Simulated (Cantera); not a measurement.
Feed: 1 mol HMDSO, 0.26 mol N₂O, 12 mol H₂, equilibrated at 0.430 bar.

Cantera equilibrium calculation (NASA polynomials, part measured and part estimated; ideal gas, pure solids and liquids). Candidate condensed phases: C, C₆H₆, C₇H₈, C₈H₁₈, H₂O, Si, SiC, SiO₂, Si₂N₂O, Si₃N₄; 151 gas species. The feed counts by its element totals alone. Mutual solubility and eutectic melting of coexisting phases are not modelled. The tables hold silica as quartz up to 1696 K and as liquid above; real silica turns to tridymite and cristobalite and melts near 1996 K. The numbers say what is thermodynamically allowed, not how fast it happens.

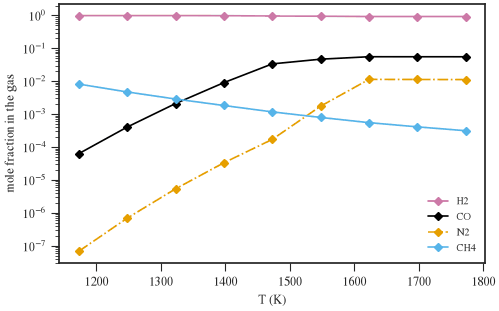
Fig. 1. Equilibrium gas composition (values under 1e-9 drawn at 1e-9)

From 1173 K to 1473 K the condensed part is C(graphite) + SiC(s) + SiO₂(β-quartz) + Si₂N₂O(s). At 1548 K the condensed part is C(graphite) + SiC(s) + Si₂N₂O(s). From 1623 K to 1773 K the condensed part is C(graphite) + SiC(s). The main Si-bearing gas is SiO throughout.
